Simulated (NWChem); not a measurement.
**C8H18 (2,3-dimethylhexane): levels of theory compared**

Wanted: a comparison of 4 runs (HF/STO-3G, HF/3-21G, B3LYP/6-31G*) of C8H18 (2,3-dimethylhexane). 

The results are computed with NWChem 7.3.0.

## 1. The structure to begin with

C8H18 has 26 atoms, charge 0, and is taken as a singlet. As SMILES, `CCCC(C)C(C)C`. Geometry: relaxed at PBE0-D4/def2-TZVP. This is one conformer, not always the lowest.

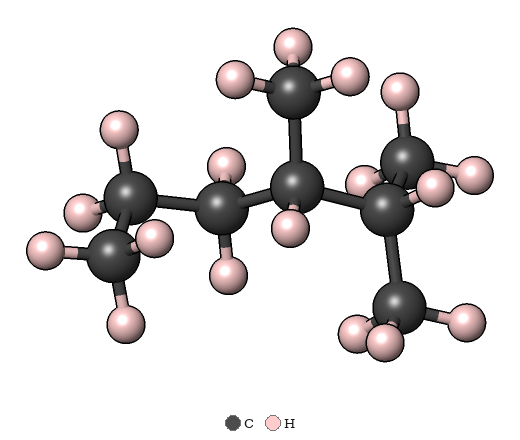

Viewed from a chosen angle; carbon dark grey, hydrogen pink.

## 2. Energy and gradient at HF/STO-3G (run 1)

Input file run.py:

```python
from ase import Atoms
from ase.calculators.nwchem import NWChem

system = Atoms(['C', 'C', 'C', 'C', 'C', 'C', 'C', 'C', 'H', 'H', 'H', 'H', 'H', 'H', 'H', 'H', 'H', 'H', 'H', 'H', 'H', 'H', 'H', 'H', 'H', 'H'], positions=[
    [-0.336400, -2.147200, -2.009900],
    [-0.328300, -0.636900, -2.179600],
    [0.285200, 0.119600, -1.005600],
    [-0.409700, -0.083300, 0.340100],
    [-1.857200, 0.388700, 0.296900],
    [0.354800, 0.554700, 1.515400],
    [0.557100, 2.058000, 1.374000],
    [1.685000, -0.137800, 1.779200],
    [0.669400, -2.524400, -1.801700],
    [-0.696500, -2.643900, -2.913800],
    [-0.981600, -2.462200, -1.186300],
    [0.237700, -0.381900, -3.081700],
    [-1.348100, -0.282600, -2.361400],
    [1.335700, -0.179300, -0.918700],
    [0.289300, 1.188700, -1.245800],
    [-0.423400, -1.160300, 0.551400],
    [-1.929500, 1.434600, -0.015200],
    [-2.451800, -0.200600, -0.404300],
    [-2.327400, 0.300100, 1.280000],
    [-0.273900, 0.391500, 2.401000],
    [1.003000, 2.469900, 2.282900],
    [1.231700, 2.293400, 0.546500],
    [-0.383400, 2.585900, 1.201600],
    [1.558100, -1.219200, 1.880800],
    [2.401100, 0.040600, 0.972500],
    [2.139200, 0.234000, 2.701400],
])

calc = NWChem(
    label='a',
    theory='scf',
    memory='2200 mb',
    basis='STO-3G',
    basispar='spherical bse',
    scf={'nopen': '0', 'rhf': None, 'thresh': '1e-08', 'maxiter': '80'},
)
system.calc = calc

forces = system.get_forces()
print(f"energy = {system.get_potential_energy():.6f} eV")
print("forces (eV/A):")
for s, f in zip(system.symbols, forces):
    print(f"{s:2s} {f[0]:10.5f} {f[1]:10.5f} {f[2]:10.5f}")
print("dipole (e A):", system.get_dipole_moment().round(4))
```

The run is started by

```console
export ASE_NWCHEM_COMMAND="nwchem PREFIX.nwi > PREFIX.nwo"
python run.py
```

Log:

```text
energy = -8429.406634 eV
forces (eV/A):
C     0.06824   -1.36860    0.18409
C    -0.59326    0.62786   -1.14548
C     1.24092    0.88801   -0.22127
C     0.04237   -1.27408    0.21453
C    -1.37050    0.55016   -0.00185
C    -0.81324   -0.07343    0.90390
C     0.30406    1.38639   -0.13627
C     1.30746   -0.62262    0.19828
H    -0.30704    0.15668   -0.08829
H     0.09374    0.20697    0.19484
H     0.16825    0.15550   -0.26452
H    -0.07657   -0.11179    0.26194
H     0.28580   -0.14954    0.09215
H    -0.39898    0.07271   -0.02566
H    -0.04520   -0.38587    0.01250
H    -0.03867    0.37826   -0.08372
H     0.04335   -0.37060    0.11771
H     0.23454    0.12094    0.22914
H     0.17921    0.01774   -0.29444
H     0.23788    0.06937   -0.24174
H    -0.13745   -0.16460   -0.23824
H    -0.23145   -0.08953    0.27686
H     0.26873   -0.22451    0.06217
H    -0.00684    0.35219   -0.02689
H    -0.26081   -0.05440    0.27022
H    -0.19458   -0.09323   -0.25007
dipole (e A): [-0.0001 -0.0021  0.0018]
```

The calculator wrote a.nwi:

```
title "a"

permanent_dir a

scratch_dir a

start a

geometry units angstrom nocenter noautosym noautoz
  C  -3.3639999999999998e-01 -2.1472000000000002e+00 -2.0099000000000000e+00
  C  -3.2829999999999998e-01 -6.3690000000000002e-01 -2.1796000000000002e+00
  C  2.8520000000000001e-01 1.1960000000000000e-01 -1.0056000000000000e+00
  C  -4.0970000000000001e-01 -8.3299999999999999e-02 3.4010000000000001e-01
  C  -1.8572000000000000e+00 3.8869999999999999e-01 2.9690000000000000e-01
  C  3.5480000000000000e-01 5.5469999999999997e-01 1.5154000000000001e+00
  C  5.5710000000000004e-01 2.0579999999999998e+00 1.3740000000000001e+00
  C  1.6850000000000001e+00 -1.3780000000000001e-01 1.7791999999999999e+00
  H  6.6940000000000000e-01 -2.5244000000000000e+00 -1.8017000000000001e+00
  H  -6.9650000000000001e-01 -2.6438999999999999e+00 -2.9138000000000002e+00
  H  -9.8160000000000003e-01 -2.4622000000000002e+00 -1.1862999999999999e+00
  H  2.3769999999999999e-01 -3.8190000000000002e-01 -3.0817000000000001e+00
  H  -1.3481000000000001e+00 -2.8260000000000002e-01 -2.3614000000000002e+00
  H  1.3357000000000001e+00 -1.7929999999999999e-01 -9.1869999999999996e-01
  H  2.8930000000000000e-01 1.1887000000000001e+00 -1.2458000000000000e+00
  H  -4.2340000000000000e-01 -1.1603000000000001e+00 5.5140000000000000e-01
  H  -1.9295000000000000e+00 1.4346000000000001e+00 -1.5200000000000000e-02
  H  -2.4518000000000000e+00 -2.0060000000000000e-01 -4.0429999999999999e-01
  H  -2.3273999999999999e+00 3.0009999999999998e-01 1.2800000000000000e+00
  H  -2.7389999999999998e-01 3.9150000000000001e-01 2.4009999999999998e+00
  H  1.0029999999999999e+00 2.4699000000000000e+00 2.2829000000000002e+00
  H  1.2317000000000000e+00 2.2934000000000001e+00 5.4649999999999999e-01
  H  -3.8340000000000002e-01 2.5859000000000001e+00 1.2016000000000000e+00
  H  1.5581000000000000e+00 -1.2192000000000001e+00 1.8808000000000000e+00
  H  2.4011000000000000e+00 4.0599999999999997e-02 9.7250000000000003e-01
  H  2.1392000000000002e+00 2.3400000000000001e-01 2.7014000000000000e+00
end

memory 2200 mb

basis spherical bse noprint
   * library STO-3G
end

scf
  nopen 0
  rhf
  thresh 1e-08
  maxiter 80
end

task scf gradient
```

a.nwo, shortened:

```text
[...]
      One-electron energy =  -1243.134922782594
[... 1 line left out ...]
 Nuclear repulsion energy =    415.512215134766
[... 51 lines left out ...]
                       ROHF Final Molecular Orbital Analysis
[... 308 lines left out ...]
     1   1 0 0     -0.000169      0.000000     -0.467518
[...]
  wavefunction    =   RHF
                         RHF ENERGY GRADIENTS
    atom               coordinates                        gradient
                 x          y          z           x          y          z
   1 C      -0.635704  -4.057620  -3.798160   -0.001327   0.026615  -0.003580
   2 C      -0.620397  -1.203566  -4.118847    0.011537  -0.012210   0.022276
   3 C       0.538950   0.226011  -1.900308   -0.024132  -0.017269   0.004303
[... 22 lines of this table left out ...]
  26 H       4.042502   0.442196   5.104906    0.003784   0.001813   0.004863
[...]
```

Wall time 30 s (1 thread of Intel Xeon Platinum 8259CL at 2.50GHz (Skylake/Cascade Lake), shared host); peak memory 0.099 GiB.

## 3. Energy and gradient at HF/3-21G (run 2)

Input file m1.nw:

```
start m1
memory 2200 mb
geometry noautosym nocenter noautoz
  C    -0.336400   -2.147200   -2.009900
  C    -0.328300   -0.636900   -2.179600
  C     0.285200    0.119600   -1.005600
  C    -0.409700   -0.083300    0.340100
  C    -1.857200    0.388700    0.296900
  C     0.354800    0.554700    1.515400
  C     0.557100    2.058000    1.374000
  C     1.685000   -0.137800    1.779200
  H     0.669400   -2.524400   -1.801700
  H    -0.696500   -2.643900   -2.913800
  H    -0.981600   -2.462200   -1.186300
  H     0.237700   -0.381900   -3.081700
  H    -1.348100   -0.282600   -2.361400
  H     1.335700   -0.179300   -0.918700
  H     0.289300    1.188700   -1.245800
  H    -0.423400   -1.160300    0.551400
  H    -1.929500    1.434600   -0.015200
  H    -2.451800   -0.200600   -0.404300
  H    -2.327400    0.300100    1.280000
  H    -0.273900    0.391500    2.401000
  H     1.003000    2.469900    2.282900
  H     1.231700    2.293400    0.546500
  H    -0.383400    2.585900    1.201600
  H     1.558100   -1.219200    1.880800
  H     2.401100    0.040600    0.972500
  H     2.139200    0.234000    2.701400
end
basis spherical bse
  C library 3-21G
  H library 3-21G
end
scf
  thresh 1e-08
  maxiter 80
  print medium
end
task scf gradient
```

The run is started by

```console
nwchem m1.nw > m1.out
```

Log:

```text
[...]
  functions       =   108
[...]
  wavefunction    = RHF
[...]
         Total SCF energy =   -311.702057863307
      One-electron energy =  -1243.390723662448
      Two-electron energy =    516.176450664375
 Nuclear repulsion energy =    415.512215134767
        Time for solution =     29.5s
[...]
                         RHF ENERGY GRADIENTS
    atom               coordinates                        gradient
                 x          y          z           x          y          z
   1 C      -0.635704  -4.057620  -3.798160   -0.000700   0.018037  -0.003055
   2 C      -0.620397  -1.203566  -4.118847    0.008705  -0.009800   0.015668
   3 C       0.538950   0.226011  -1.900308   -0.015968  -0.011955   0.000846
   4 C      -0.774221  -0.157414   0.642696   -0.001735   0.017238  -0.002574
   5 C      -3.509599   0.734536   0.561060    0.016228  -0.007043   0.000792
   6 C       0.670475   1.048231   2.863691    0.011994   0.001692  -0.011935
   7 C       1.052766   3.889056   2.596484   -0.003206  -0.016627   0.002913
   8 C       3.184188  -0.260404   3.362200   -0.016126   0.007227  -0.001622
   9 H       1.264983  -4.770424  -3.404719    0.004879  -0.002482   0.001395
  10 H      -1.316194  -4.996247  -5.506284   -0.001742  -0.002855  -0.004004
  11 H      -1.854955  -4.652883  -2.241782   -0.003154  -0.002295   0.004760
[...]
```

It took 35 s on 1 thread of Intel Xeon Platinum 8259CL at 2.50GHz (Skylake/Cascade Lake), shared host; peak memory 0.098 GiB.

Run 3 isn't shown in full; the table further down has it.

## 4. Energy and gradient at B3LYP/6-31G(d) (spherical functions) (run 4)

Input file test.nw:

```
start test
title "C8H18 B3LYP"
memory total 2200 mb
charge 0
geometry noautosym nocenter noautoz
 C     -0.336400    -2.147200    -2.009900
 C     -0.328300    -0.636900    -2.179600
 C      0.285200     0.119600    -1.005600
 C     -0.409700    -0.083300     0.340100
 C     -1.857200     0.388700     0.296900
 C      0.354800     0.554700     1.515400
 C      0.557100     2.058000     1.374000
 C      1.685000    -0.137800     1.779200
 H      0.669400    -2.524400    -1.801700
 H     -0.696500    -2.643900    -2.913800
 H     -0.981600    -2.462200    -1.186300
 H      0.237700    -0.381900    -3.081700
 H     -1.348100    -0.282600    -2.361400
 H      1.335700    -0.179300    -0.918700
 H      0.289300     1.188700    -1.245800
 H     -0.423400    -1.160300     0.551400
 H     -1.929500     1.434600    -0.015200
 H     -2.451800    -0.200600    -0.404300
 H     -2.327400     0.300100     1.280000
 H     -0.273900     0.391500     2.401000
 H      1.003000     2.469900     2.282900
 H      1.231700     2.293400     0.546500
 H     -0.383400     2.585900     1.201600
 H      1.558100    -1.219200     1.880800
 H      2.401100     0.040600     0.972500
 H      2.139200     0.234000     2.701400
end
basis "ao basis" spherical bse
 * library 6-31G*
end
dft
 xc b3lyp
 grid fine
 convergence energy 1e-08
 iterations 100
 mulliken
 noprint "final vectors analysis"
end
task dft gradient
```

The run is started by

```console
nwchem test.nw > test.out
```

Log, shortened:

```text
[...]
          Wavefunction type:  closed shell.
          No. of atoms     :    26
          No. of electrons :    66
[...]
          Charge           :     0
          Spin multiplicity:     1
[...]
          AO basis - number of functions:   148
[...]
              XC Information
              --------------
                         B3LYP Method XC Potential
                     Hartree-Fock (Exact) Exchange  0.200
                        Slater Exchange Functional  0.800 local
                    Becke 1988 Exchange Functional  0.720 non-local
              Lee-Yang-Parr Correlation Functional  0.810
                  VWN I RPA Correlation Functional  0.190 local
[...]
 d= 0,ls=0.0,diis     1   -315.6205458739 -7.31D+02  5.58D-03  6.25D-01    22.2
[...]
 d= 0,ls=0.0,diis     8   -315.6997706376 -8.08D-10  7.85D-07  1.53D-08   132.5
         Total DFT energy =     -315.699770637564
      One electron energy =    -1247.059498535860
           Coulomb energy =      566.159499858327
    Exchange-Corr. energy =      -50.311987094798
 Nuclear repulsion energy =      415.512215134767
[...]
      Total Density - Mulliken Population Analysis
     ---------------------------------------------
[...]
  wavefunction    = closed shell
                         DFT ENERGY GRADIENTS
    atom               coordinates                        gradient
                 x          y          z           x          y          z
   1 C      -0.635704  -4.057620  -3.798160    0.000273   0.004782   0.000265
   2 C      -0.620397  -1.203566  -4.118847    0.001400  -0.002150   0.004595
   3 C       0.538950   0.226011  -1.900308   -0.003734  -0.002642   0.001384
   4 C      -0.774221  -0.157414   0.642696    0.000013   0.003717  -0.001235
   5 C      -3.509599   0.734536   0.561060    0.005199  -0.001043   0.000119
   6 C       0.670475   1.048231   2.863691    0.002390   0.000559  -0.003451
   7 C       1.052766   3.889056   2.596484   -0.000783  -0.005002  -0.000395
   8 C       3.184188  -0.260404   3.362200   -0.004479   0.001978  -0.001645
   9 H       1.264983  -4.770424  -3.404719   -0.002061   0.001179  -0.000321
  10 H      -1.316194  -4.996247  -5.506284    0.000765   0.001384   0.002050
  11 H      -1.854955  -4.652883  -2.241782    0.001270   0.001065  -0.001434
[...]
```

It took 2.8 min on 1 thread of Intel Xeon Platinum 8259CL at 2.50GHz (Skylake/Cascade Lake), shared host; peak memory 0.14 GiB.

## 5. Overview of the runs

```tsv
run	level	Cartesian functions	iteration cap	energy (Eh)	dipole moment (D)	largest force (eV/Å)	wall time
1	HF/STO-3G	no	80	-309.774983	0.01	1.542	30 s
2	HF/3-21G	no	80	-311.702058	0.02	1.050	35 s
3	B3LYP/6-31G* (Cartesian functions)	yes	100	-315.705233	–	0.267	2.8 min
4	B3LYP/6-31G* (spherical functions)	no	100	-315.699771	0.04	0.273	2.8 min
```

## 6. Summary of results

| quantity | value |
| --- | --- |
| run 4: total energy | -315.69977 Eh |
| run 4: dipole moment | 0.04 D |
| run 4: largest force on an atom | 0.273 eV/Å |

In run 1 the basis is minimal, so the values are rough. All runs together took 6.7 min, the longest 2.8 min.
